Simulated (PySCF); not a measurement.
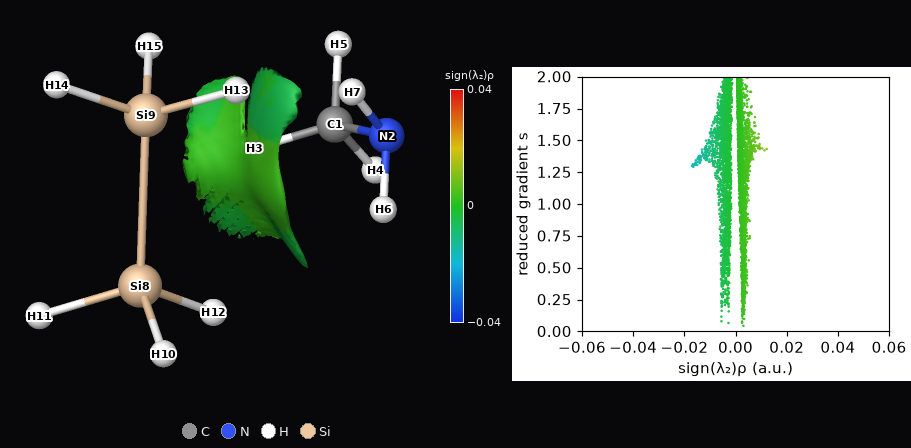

Figure 1: CH$_{11}$NSi$_{2}$, SMILES `CN.[SiH3][SiH3]`. Non-covalent interaction surfaces between the fragments (reduced density gradient s = 0.5, coloured by sign(λ₂)ρ in a.u.; trimmed to the region between the fragments where ρ is under 0.06 a.u.). Fragment A: H5CN (atoms 1–7); fragment B: Si2H6. The plot gives s against sign(λ₂)ρ for grid points between the fragments.

PySCF calculation, BP86/def2-SVP, gas phase; geometry: GFN2-xTB.

Q: Which interactions hold the two fragments together?

A: Bond critical points between the fragments: H7···Si9, 3.04 Å, ρ = 0.006 a.u.; H6···H12, H···H contact, 2.60 Å, ρ = 0.004 a.u.; H3···H12, H···H contact, 2.78 Å, ρ = 0.003 a.u. All are weak and appear green (van der Waals range). Several contacts close a ring, whose ring point adds a part with positive λ₂ between them. The pose is a local one from a semi-empirical search, not shown to be the most stable.

Q: How strongly are they bound?

A: The counterpoise-corrected interaction energy of the frozen fragments is +1.2 kcal/mol without dispersion correction and −2.1 kcal/mol with D3(BJ). The pair geometry is semi-empirical, not a minimum at this level.

The PySCF run took 43 s on 1 thread of Arm Neoverse V2 (shared host), peak memory 0.48 GiB.
